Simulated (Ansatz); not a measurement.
**Amorphous Si$_{30}$N$_{42}$Mg$_{3}$**

The cell was made by melting and quenching with the CHGNet potential and then relaxed with DFT. N atoms were pushed apart under 1.9 Å during the dynamics, to hinder bonds among them. The hot cell started wider than the set density and was brought back towards it in steps. It is the lowest in DFT energy of 2 quenches. It is a model cell: composition and starting density were chosen by hand, and all elements were melted together. No dispersion term was used.

Methods: PBE, scalar-relativistic without spin-orbit coupling (Ansatz, an electronic-structure program); r2SCAN, scalar-relativistic without spin-orbit coupling (Ansatz); HSE06, scalar-relativistic without spin-orbit coupling (Ansatz). Geometry, pressure, stress and energy are those of the PBE run. Its sampling: a 2×2×2 Γ-centred mesh; Fermi-Dirac width 0.02 eV; no spin polarisation. Other functionals are single points at the zone centre (r2SCAN at 500 eV; exact exchange cut at the cell's faces), free to take moments where seeds were set. At PBE the levels at the filled edge of the gap are localised (band-tail or defect states), and the nearest spread-out levels lie 2.6 eV apart at the zone centre.

```yaml
number_of_atoms_in_the_cell: 75
Density (held, not predicted): 2.97 g/cm³
volume_per_atom: 11.20 Å³
Pressure on a 2×2×2 Γ-centred mesh: -2.28 GPa
Largest force and stress component on that mesh (the relaxation ran on the zone centre alone): 0.13 eV/Å and 3.9 GPa
Level gap on a 2×2×2 Γ-centred mesh (PBE): 2.04 eV
Level gap at the zone centre (PBE): 2.09 eV
Level gap at the zone centre (r2SCAN): 2.53 eV
Level gap at the zone centre (HSE06): 3.40 eV
```

Neighbours within Si-Si 2.60 Å, Si-N 2.16 Å, Si-Mg 2.82 Å, N-N 1.70 Å, N-Mg 2.54 Å, Mg-Mg 3.19 Å count as bonded. Two cations that share two anions don't count as bonded, nor two that share one unless they lie closer than Si-Si 2.38 Å, Si-Mg 2.74 Å, Mg-Mg 3.10 Å.

```
Property                                                          Result
---------------------------------  -------------------------------------
Mean coordination of Si by anions                       4.00 (30 with 4)
Mean coordination of N              3.12 (1 with 2, 35 with 3, 6 with 4)
Mean coordination of Mg by anions              3.67 (1 with 3, 2 with 4)
Mean Si-N bond                     1.776 Å (spread 0.070 Å, 120 counted)
Mean N-Mg bond                      2.209 Å (spread 0.145 Å, 11 counted)
```

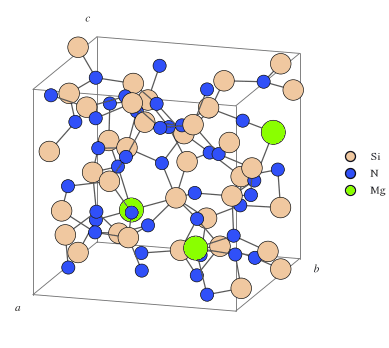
The relaxed cell

Its density started from a set value of 2.97 g/cm³. Cooling (nominally 380 K/ps over its main leg) ran many orders faster than in experiment, which tends to leave more defects and strain. Values belong to this one cell and scatter from quench to quench. The volume was held where the preparation left it, at a PBE pressure of -2.3 GPa (tension). Stress components on the final sampling reach 3.9 GPa. On a 2×2×2 Γ-centred mesh force components of up to 0.13 eV/Å stay, since the relaxation ran on the zone centre alone.
